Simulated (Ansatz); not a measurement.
# What As → Cu does to As

The reference is As in the A7 type structure (space group R-3m, No. 166; a = 3.784 Å, c = 10.107 Å (hexagonal axes); layered).

It is then changed as follows: full substitution As → Cu; the structure is relaxed again.

Method: plane-wave PAW DFT at the PBE-D3(BJ) level (Ansatz, an electronic-structure program, 420 eV), spin-orbit coupling left out, earlier PAW set. k-mesh 22×22×22 (Γ-centred); smearing 0.05 eV (Fermi–Dirac), for the changed cell.

```yaml
volume_per_atom: 11.30 Å³ (base 20.89 Å³)
density: 9.33 g/cm³ (base 5.96 g/cm³)
space_group: Fm-3m (No. 225) (base R-3m (No. 166))
shortest_interatomic_distance: 2.519 Å (base 2.535 Å)
band_gap: zero (base zero)
```

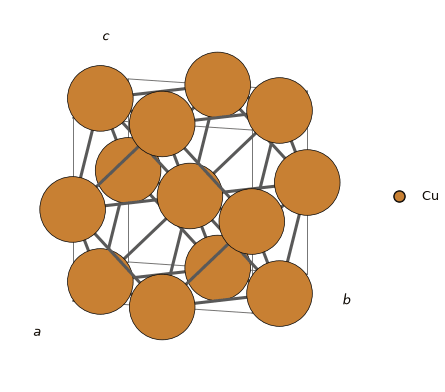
The relaxed conventional cell after the change

Cost of the whole job for the changed cell (relaxation, final SCF and bands): about 4 core-minutes (a rough figure).

Whether these cells are dynamically stable was not tested. All final runs are without spin polarisation.
